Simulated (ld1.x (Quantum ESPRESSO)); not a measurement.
# Co: generating and testing a TM potential

Do these settings give a usable potential? It is generated, then checked for transferability, scattering, ghosts and hardness.

Program: ld1.x (Quantum ESPRESSO) 7.5. Reference atom: PBE, scalar-relativistic, spherical and spin-unpolarised. All values are calculated.

**1. Starting point**

Typed settings, in words:

- element: cobalt (Co, Z = 27)
- type: norm-conserving Troullier–Martins (Kleinman–Bylander form)
- frozen core: [Ar]
- valence charge: 9
- reference configuration: 3d7 4s2 4p0
- partial waves: 4s (bound): rc 2.35 bohr; 4p (bound, empty): rc 3.10 bohr; 3d (bound): rc 1.35 bohr
- local potential: all-electron potential smoothed inside 1.35 bohr (lloc = -1)
- core correction: a·sin(br)/r model core inside 1.20 bohr

An earlier all-electron run gives the scale for the radii.

All-electron outer shells of the reference configuration (PBE, scalar-relativistic, ld1.x):

```tsv
shell	level (eV)	outermost node (bohr)	outermost maximum (bohr)
3s	-102.40	0.31	0.66
3p	-65.64	0.28	0.68
3d	-8.20	–	0.66
4s	-5.47	0.96	2.32
4p	-1.28	1.05	3.25
```

**2. Generating the potential**

Contents of Co.in:

```
 &input
   title='Co', zed=27., rel=1, dft='PBE', iswitch=3,
   config='[Ar] 3d7 4s2 4p0',
   nld=3, rlderiv=3.35, eminld=-3.0, emaxld=5.0, deld=0.02
 /
 &inputp
   pseudotype=2, tm=.true., lloc=-1, rcloc=1.35,
   nlcc=.true., rcore=1.20,
   file_pseudopw='Co.UPF', file_wfcaegen='ae.wfc', file_wfcncgen='nc.wfc', file_beta='beta', file_chi='chi'
 /
3
4S  1  0   2.00   0.00  2.35  2.35  0.0
4P  2  1   0.00   0.00  3.10  3.10  0.0
3D  3  2   7.00   0.00  1.35  1.35  0.0
 &test
   configts(1)='3d7 4s2 4p0'
 /
```

On the command line:

```sh
$ ld1.x < Co.in > Co.out
```

Output in Co.out (without the banner and most projector matrices):

```text
     Program LD1 v.7.5
     --------------------------- All-electron run ----------------------------

     Co
     scalar relativistic calculation

     atomic number is 27.00
     dft =PBE   lsd =0 sic =0 latt =0  beta=0.20 tr2=1.0E-14
     Exchange-correlation= PBE
                           (   1   4   3   4   0   0   0)
     mesh =1193 r(mesh) =  99.89935 a.u. xmin = -7.00 dx = 0.01250
     1 Ry =  13.60569312 eV, c = 137.03599908

     n l     nl                  e(Ry)          e(Ha)          e(eV)
     1 0     1S 1( 2.00)      -558.0826      -279.0413     -7593.1006
     2 0     2S 1( 2.00)       -66.0755       -33.0378      -899.0036
     2 1     2P 1( 6.00)       -56.5897       -28.2948      -769.9416
     3 0     3S 1( 2.00)        -7.5266        -3.7633      -102.4044
     3 1     3P 1( 6.00)        -4.8242        -2.4121       -65.6364
     3 2     3D 1( 7.00)        -0.6030        -0.3015        -8.2040
     4 0     4S 1( 2.00)        -0.4020        -0.2010        -5.4697
     4 1     4P 1( 0.00)        -0.0938        -0.0469        -1.2766

     final scf error:  8.6E-15 reached in  32 iterations

     Etot =   -2786.294851 Ry,   -1393.147426 Ha,  -37909.472698 eV

     Ekin =    2822.267919 Ry,    1411.133959 Ha,   38398.911213 eV
     Encl =   -6674.713191 Ry,   -3337.356595 Ha,  -90814.099355 eV
     Eh   =    1184.776043 Ry,     592.388022 Ha,   16119.699266 eV
     Exc  =    -118.625623 Ry,     -59.312811 Ha,   -1613.983821 eV

     normalization and overlap integrals

     s(1S/1S) =  1.000000  <r> =   0.0562  <r2> =    0.0042  r(max) =   0.0366
     s(2S/2S) =  1.000000  <r> =   0.2555  <r2> =    0.0770  r(max) =   0.2131
     s(2P/2P) =  1.000000  <r> =   0.2250  <r2> =    0.0622  r(max) =   0.1723
     s(3S/3S) =  1.000000  <r> =   0.7736  <r2> =    0.6913  r(max) =   0.6648
     s(3P/3P) =  1.000000  <r> =   0.8160  <r2> =    0.7864  r(max) =   0.6816
     s(3D/3D) =  1.000000  <r> =   1.0711  <r2> =    1.5569  r(max) =   0.6648
     s(4S/4S) =  1.000000  <r> =   2.8937  <r2> =    9.7888  r(max) =   2.3202
     s(4P/4P) =  1.000000  <r> =   4.4224  <r2> =   23.7598  r(max) =   3.2517

     ------------------------ End of All-electron run ------------------------

     --------------------- Generating NC pseudopotential ---------------------

      Generating local potential from pseudized AE potential:
      Matching radius rcloc =   1.3500

      Local pseudo, rcloc= 1.355 Estimated cut-off energy=    13.54 Ry

      Computing core charge for nlcc:

       r > 1.21 : true rho core
       r < 1.21 : rho core = a sin(br)/r    a=   5.95  b=   2.19

      Integrated core pseudo-charge :   4.36

      Wfc   4S  rcut= 2.349  Using Troullier-Martins method

      Wfc   4P  rcut= 3.093  Using Troullier-Martins method

      Wfc   3D  rcut= 1.355  Using Troullier-Martins method

     ------------------- End of pseudopotential generation -------------------

     [... the all-electron block is printed once more ...]


     Computing logarithmic derivative in   3.35494
     Computing logarithmic derivative in   3.35494
     Computing the partial wave expansion
     R is outside the sphere for l=    0 j= 0.00
     R is outside the sphere for l=    1 j= 0.00
     R is outside the sphere for l=    2 j= 0.00

     ---------------------- Testing the pseudopotential ----------------------

     Co
     scalar relativistic calculation

     atomic number is 27.00   valence charge is  9.00
     dft =PBE   lsd =0 sic =0 latt =0  beta=0.20 tr2=1.0E-14
     mesh =1193 r(mesh) =  99.89935 xmin = -7.00 dx = 0.01250

     n l     nl             e AE (Ry)        e PS (Ry)    De AE-PS (Ry)
     3 2     3D   1( 7.00)       -0.60298       -0.60299        0.00000
     1 0     4S   1( 2.00)       -0.40202       -0.40202        0.00000
     2 1     4P   1( 0.00)       -0.09383       -0.09383        0.00000

     eps = 4.8E-16  iter =  8

     Etot =   -2786.294851 Ry,   -1393.147426 Ha,  -37909.472698 eV
     Etotps =   -62.938782 Ry,     -31.469391 Ha,    -856.325749 eV

     Ekin =      90.554486 Ry,      45.277243 Ha,    1232.056544 eV
     Encl =    -150.546613 Ry,     -75.273307 Ha,   -2048.291023 eV
     Ehrt =      54.321679 Ry,      27.160840 Ha,     739.084100 eV
     Ecxc =     -18.656555 Ry,      -9.328277 Ha,    -253.835360 eV
     (Ecc =      -5.424667 Ry,      -2.712333 Ha,     -73.806354 eV)
     Epseu=     -38.611779 Ry,     -19.305889 Ha,    -525.340011 eV

     ---------------------- End of pseudopotential test ----------------------
```

Run time: 1.7 s. Hardware: 1 thread of Neoverse-V2, shared host. This counts the later configuration tests of the new file too.

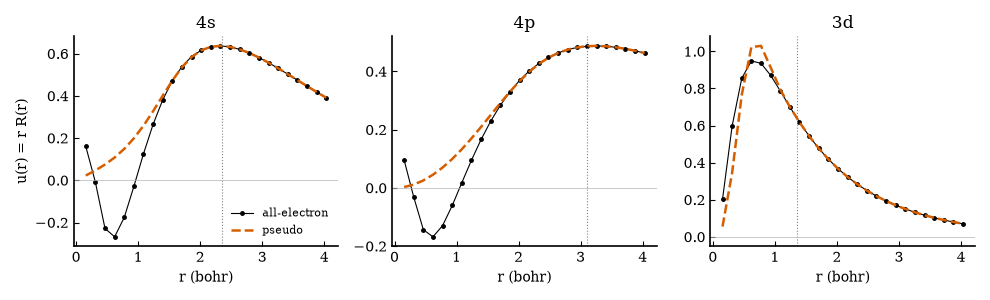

All-electron and pseudo partial waves (4s, 4p, 3d), with the matching radii dotted. The curves join 26 sampled radii, too few to resolve the innermost nodes.

**3. Transferability test**

Contents of Co.test.in:

```
 &input
   title='Co', zed=27., rel=1, dft='PBE', iswitch=2,
   config='[Ar] 3d7 4s2 4p0'
 /
 &test
   file_pseudo='Co.UPF', nconf=8,
   configts(1)='3d7 4s2 4p0',
   configts(2)='3d7 4s1 4p0',
   configts(3)='3d7 4s0 4p0',
   configts(4)='3d6 4s0 4p0',
   configts(5)='3d7 4s0 4p1',
   configts(6)='3d6 4s2 4p0',
   configts(7)='3d7 4s1 4p1',
   configts(8)='3d7 4s1.5 4p0'
 /
```

On the command line:

```sh
$ ld1.x < Co.test.in > Co.test.out
```

Co.test.out, the pseudopotential blocks, each with the warnings that came before it:

```text
     ---------------------- Testing the pseudopotential ----------------------

     Co
     scalar relativistic calculation

     atomic number is 27.00   valence charge is  9.00
     dft =PBE   lsd =0 sic =0 latt =0  beta=0.20 tr2=1.0E-14
     mesh =1193 r(mesh) =  99.89935 xmin = -7.00 dx = 0.01250

     n l     nl             e AE (Ry)        e PS (Ry)    De AE-PS (Ry)
     3 2     3D   1( 7.00)       -0.60298       -0.60299        0.00000
     1 0     4S   1( 2.00)       -0.40202       -0.40202        0.00000
     2 1     4P   1( 0.00)       -0.09383       -0.09383        0.00000

     eps = 5.9E-16  iter =  6

     Etot =   -2786.294851 Ry,   -1393.147426 Ha,  -37909.472698 eV
     Etotps =   -62.938782 Ry,     -31.469391 Ha,    -856.325750 eV

     Ekin =      90.554485 Ry,      45.277242 Ha,    1232.056533 eV
     Encl =    -150.546613 Ry,     -75.273306 Ha,   -2048.291016 eV
     Ehrt =      54.321679 Ry,      27.160840 Ha,     739.084097 eV
     Ecxc =     -18.656555 Ry,      -9.328277 Ha,    -253.835359 eV
     (Ecc =      -5.424667 Ry,      -2.712333 Ha,     -73.806354 eV)
     Epseu=     -38.611778 Ry,     -19.305889 Ha,    -525.340005 eV

     ---------------------- End of pseudopotential test ----------------------

     ---------------------- Testing the pseudopotential ----------------------

     Co
     [...]
     n l     nl             e AE (Ry)        e PS (Ry)    De AE-PS (Ry)
     3 2     3D   1( 7.00)       -1.24646       -1.24350       -0.00296
     1 0     4S   1( 1.00)       -0.93803       -0.93929        0.00126
     2 1     4P   1( 0.00)       -0.54886       -0.55032        0.00146

     eps = 1.1E-15  iter =  9

     Etot =   -2785.631149 Ry,   -1392.815574 Ha,  -37900.442564 eV
     Etotps =   -62.274498 Ry,     -31.137249 Ha,    -847.287705 eV
     dEtot_ae =       0.663703 Ry
     dEtot_ps =       0.664284 Ry,   Delta E=      -0.000581 Ry

     [...]
     ---------------------- End of pseudopotential test ----------------------

     ---------------------- Testing the pseudopotential ----------------------

     Co
     [...]
     n l     nl             e AE (Ry)        e PS (Ry)    De AE-PS (Ry)
     3 2     3D   1( 7.00)       -1.98916       -1.98240       -0.00676  !
     1 0     4S   1( 0.00)       -1.53869       -1.54282        0.00413
     2 1     4P   1( 0.00)       -1.07841       -1.08591        0.00750  !

     eps = 4.1E-16  iter =  8

     Etot =   -2784.397424 Ry,   -1392.198712 Ha,  -37883.656885 eV
     Etotps =   -61.038134 Ry,     -30.519067 Ha,    -830.466118 eV
     dEtot_ae =       1.897427 Ry
     dEtot_ps =       1.900648 Ry,   Delta E=      -0.003221 Ry

     [...]
     ---------------------- End of pseudopotential test ----------------------

     Warning: n=1, l=0 expected 0 nodes, found 1
     ---------------------- Testing the pseudopotential ----------------------

     Co
     [...]
     n l     nl             e AE (Ry)        e PS (Ry)    De AE-PS (Ry)
     3 2     3D   1( 6.00)       -3.31966       -3.35009        0.03043  !
     1 0     4S   1( 0.00)       -2.38146       -2.38146        0.00000
     2 1     4P   1( 0.00)       -1.82341       -1.86579        0.04238  !

     eps = 2.6E-15  iter = 10

     Etot =   -2781.761040 Ry,   -1390.880520 Ha,  -37847.787048 eV
     Etotps =   -58.392599 Ry,     -29.196300 Ha,    -794.471786 eV
     dEtot_ae =       4.533812 Ry
     dEtot_ps =       4.546183 Ry,   Delta E=      -0.012371 Ry

     [...]
     ---------------------- End of pseudopotential test ----------------------

     ---------------------- Testing the pseudopotential ----------------------

     Co
     [...]
     n l     nl             e AE (Ry)        e PS (Ry)    De AE-PS (Ry)
     3 2     3D   1( 7.00)       -1.35700       -1.34967       -0.00734  !
     1 0     4S   1( 0.00)       -1.00643       -1.00615       -0.00028
     2 1     4P   1( 1.00)       -0.60637       -0.60702        0.00065

     eps = 3.2E-16  iter =  9

     Etot =   -2785.236570 Ry,   -1392.618285 Ha,  -37895.074046 eV
     Etotps =   -61.880428 Ry,     -30.940214 Ha,    -841.926115 eV
     dEtot_ae =       1.058281 Ry
     dEtot_ps =       1.058354 Ry,   Delta E=      -0.000072 Ry

     [...]
     ---------------------- End of pseudopotential test ----------------------

     ---------------------- Testing the pseudopotential ----------------------

     Co
     [...]
     n l     nl             e AE (Ry)        e PS (Ry)    De AE-PS (Ry)
     3 2     3D   1( 6.00)       -1.67487       -1.71321        0.03833  !
     1 0     4S   1( 2.00)       -1.06776       -1.06484       -0.00292
     2 1     4P   1( 0.00)       -0.63474       -0.63657        0.00183

     eps = 8.1E-15  iter = 12

     Etot =   -2785.179005 Ry,   -1392.589502 Ha,  -37894.290832 eV
     Etotps =   -61.806671 Ry,     -30.903335 Ha,    -840.922594 eV
     dEtot_ae =       1.115847 Ry
     dEtot_ps =       1.132111 Ry,   Delta E=      -0.016265 Ry

     [...]
     ---------------------- End of pseudopotential test ----------------------

     ---------------------- Testing the pseudopotential ----------------------

     Co
     [...]
     n l     nl             e AE (Ry)        e PS (Ry)    De AE-PS (Ry)
     3 2     3D   1( 7.00)       -0.73593       -0.73450       -0.00143
     1 0     4S   1( 1.00)       -0.48673       -0.48678        0.00004
     2 1     4P   1( 1.00)       -0.15575       -0.15576        0.00001

     eps = 8.6E-15  iter =  9

     Etot =   -2785.975082 Ry,   -1392.987541 Ha,  -37905.122020 eV
     Etotps =   -62.618938 Ry,     -31.309469 Ha,    -851.974052 eV
     dEtot_ae =       0.319769 Ry
     dEtot_ps =       0.319844 Ry,   Delta E=      -0.000075 Ry

     [...]
     ---------------------- End of pseudopotential test ----------------------

     ---------------------- Testing the pseudopotential ----------------------

     Co
     [...]
     n l     nl             e AE (Ry)        e PS (Ry)    De AE-PS (Ry)
     3 2     3D   1( 7.00)       -0.91071       -0.90937       -0.00135
     1 0     4S   1( 1.50)       -0.66067       -0.66112        0.00046
     2 1     4P   1( 0.00)       -0.30907       -0.30945        0.00038

     eps = 1.2E-16  iter =  9

     Etot =   -2786.030079 Ry,   -1393.015039 Ha,  -37905.870282 eV
     Etotps =   -62.673882 Ry,     -31.336941 Ha,    -852.721609 eV
     dEtot_ae =       0.264773 Ry
     dEtot_ps =       0.264900 Ry,   Delta E=      -0.000127 Ry

     [...]
     ---------------------- End of pseudopotential test ----------------------
```

The tests as a table, with energies relative to 3d7 4s2 4p0. A star marks tests that logged a warning. The frozen-core shift comes from a second all-electron run, not shown, with the core orbitals held at their reference shape; it is that run's ΔE less the relaxed one.

```tsv
valence configuration	charge	ΔE all-electron (eV)	error AE − PS (meV)	frozen-core shift (meV)
3d7 4s1 4p0	+1	9.030	-7.9	+2.4
3d7 4s0 4p0	+2	25.816	-44	+9.5
3d6 4s0 4p0 *	+3	61.686	-168	+240
3d7 4s0 4p1	+1	14.399	-1.0	+4.5
3d6 4s2 4p0	+1	15.182	-221	+154
3d7 4s1 4p1	0	4.351	-1.0	+0.9
3d7 4s1.5 4p0	+0.5	3.602	-1.7	+0.7
```

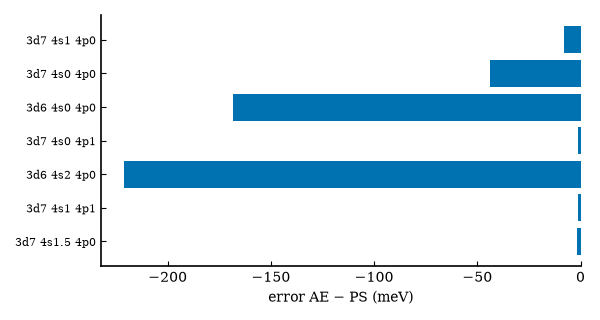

Error of the potential in each test configuration.

**4. Scattering by logarithmic derivatives**

Taken from the files of the generation run. The phase is arctan(r·u′/u) with u = r·R, unwrapped, with energies in Ry. A pole is an energy at which the radial function vanishes at the test radius. The pseudo phase is shifted by a multiple of π to meet the all-electron one at the reference energy. Levels narrower than the energy grid can be missing from the poles. The last column is the largest difference on the grid between −1 and +1 Ry.

```tsv
channel	radius (bohr)	reference (Ry)	poles AE	poles PS	energies with phases within 0.05 rad (Ry)	largest difference near zero (rad)
s	3.35	-0.40	0.19, 4.54	-2.71, 0.19, 4.36	-2.7 to 2.0	0.001
p	3.35	-0.09	0.91	0.85, 2.26	below 1.2	0.018
d	3.35	-0.60	-0.57, 2.24	-0.57, 2.27	below 3.6	0.026
```

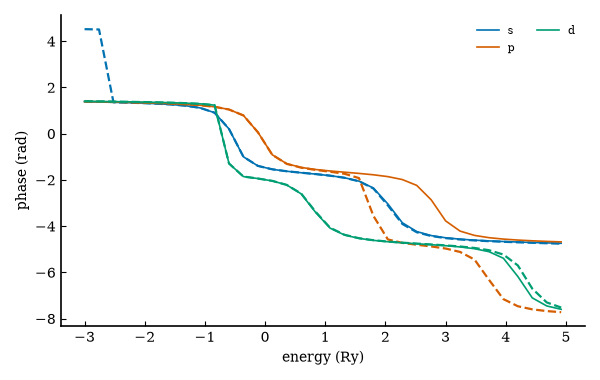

Phases by channel: all-electron solid, pseudo dashed.

**5. Plane-wave convergence, by spherical Bessel functions**

This step uses the generator's waves and projectors in a separate script. Basis: spherical Bessel functions vanishing at 20 bohr, q² up to the cutoff; potential fixed at the reference.

All-electron valence levels (Ry): 4s -0.4020, 4p -0.0938, 3d -0.6030. The lowest levels of each channel (Ry) by cutoff; the last column sums, over occupied levels, occupation times the distance from the level at 400 Ry. A positive value is a state of the box, at any cutoff.

```csv
cutoff (Ry),s #1,s #2,p #1,d #1,f #1,Σ f·Δε (mRy)
8,-0.3995,0.0038,-0.0937,0.0597,0.1121,4643.8
18,-1.7560,-0.4009,-0.0938,0.0590,0.1121,4636.5
30,-2.5428,-0.4019,-0.0938,0.0582,0.1121,4628.6
50,-2.6973,-0.4020,-0.0938,0.0124,0.1121,4308.0
80,-2.7052,-0.4020,-0.0938,-0.4621,0.1121,986.4
120,-2.7053,-0.4020,-0.0938,-0.6001,0.1121,20.2
140,-2.7053,-0.4020,-0.0938,-0.6026,0.1121,2.5
180,-2.7053,-0.4020,-0.0938,-0.6027,0.1121,1.7
230,-2.7053,-0.4020,-0.0938,-0.6029,0.1121,0.6
300,-2.7053,-0.4020,-0.0938,-0.6030,0.1121,0.0
400,-2.7053,-0.4020,-0.0938,-0.6030,0.1121,0.0
```

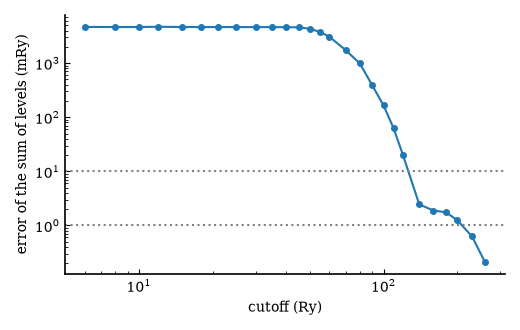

Occupation-weighted error of the valence levels against the cutoff; the dotted lines mark 10 and 1 mRy.

The sum stays within 10 mRy from 140 Ry and within 1 mRy from 230 Ry. The sum leaves out empty levels, which can need more. Ghost test: ghost state, bound below the all-electron valence or empty levels of the same l: s at -36.8 eV.

**6. Outcome**

```
                                                quantity                      value
               cutoffs for 10 and 1 mRy, occupied levels          140 Ry and 230 Ry
                                            bound ghosts             s at -36.81 eV
                            largest test error (AE − PS)  -221 meV, for 3d6 4s2 4p0
largest phase difference near zero energy, channels read                  0.026 rad
```

What this shows: A bound ghost (s) makes it unfit for use: electrons would fall into a state below the valence levels of that channel. The worst test, 3d6 4s2 4p0, is off by 221 meV on 15.2 eV; by total energies transferability rates as poor. Freezing the core accounts for most of it. By its cutoff, 140 Ry for the looser tolerance, it is very hard. The slowest level is 3d: taken alone it needs 140 Ry to come within 1 mRy, against 21 Ry for 4s. Near zero energy the phases of the channels with partial waves agree within 0.026 rad. The pseudo curves have a pole that the atom lacks: s at -2.71 Ry.
